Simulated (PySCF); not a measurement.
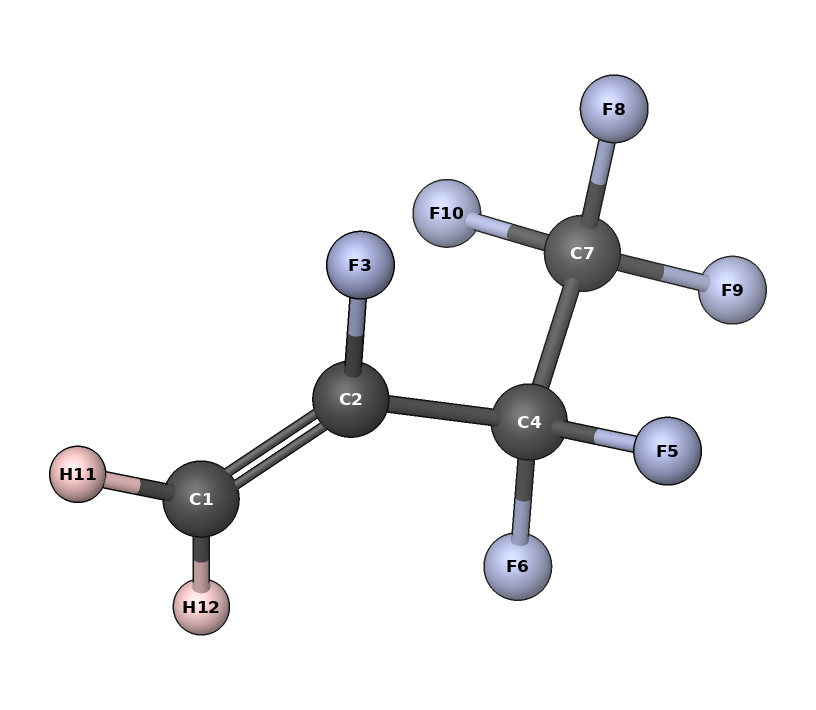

Computed geometry: PBE0-D3(BJ)/def2-SVP optimisation. No frequency run is at hand to confirm it as a minimum. Method: B3LYP/pcJ-1 indirect spin-spin coupling, non-relativistic, gas phase (PySCF 2.14.0). Isotopes: 13C, 19F, 1H.

Give the spin–spin coupling constants of these pairs, with the number of bonds between them: C4/F6, C1/F3, F8/F10, C2/F8, F5/F8.

| pair | bonds apart | J (Hz) |
| --- | --- | --- |
| C4, F6 | 1 | −309.4 |
| C1, F3 | 2 | 12.9 |
| F8, F10 | 2 | 65.3 |
| C2, F8 | 3 | −2.2 |
| F5, F8 | 3 | −19.7 |

Density functionals are unreliable for couplings to fluorine, so those rows may be far off.
